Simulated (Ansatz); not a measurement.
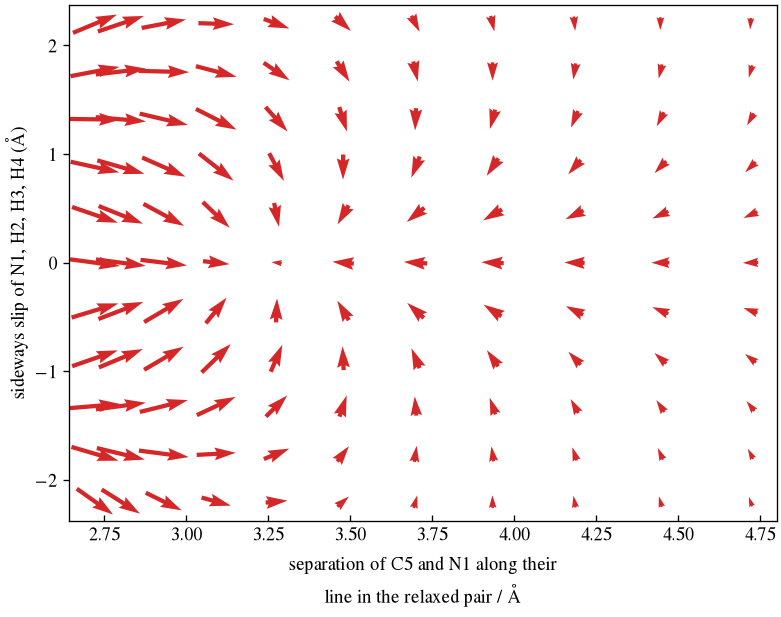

The pair H₃N···CH₂O. Coordinates scanned: (1) separation of C5 and N1 along their line in the relaxed pair; (2) sideways slip of N1, H2, H3, H4. Nothing is relaxed (both partners rigid). The scan uses an 11 × 11 grid. Points are written as (first, second). The calculation used RKS PBE0-D4/def2-TZVPD (Ansatz).

The picture shows arrows along the force (downhill), their lengths compressed.

The arrows alone are given. Where is the energy lowest?

Answer. The arrows converge at about (3.238 Å, 0.00 Å) (read from the interpolated surface).

The energy map of the same scan:

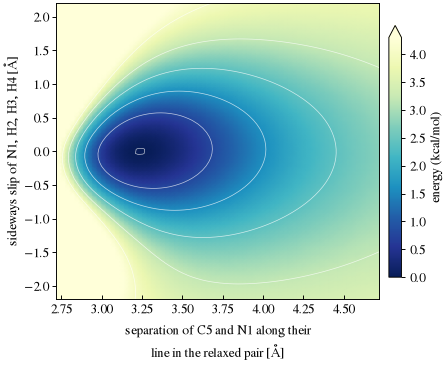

Energies are in kcal/mol, from the lowest grid point; between grid points the surface is interpolated.
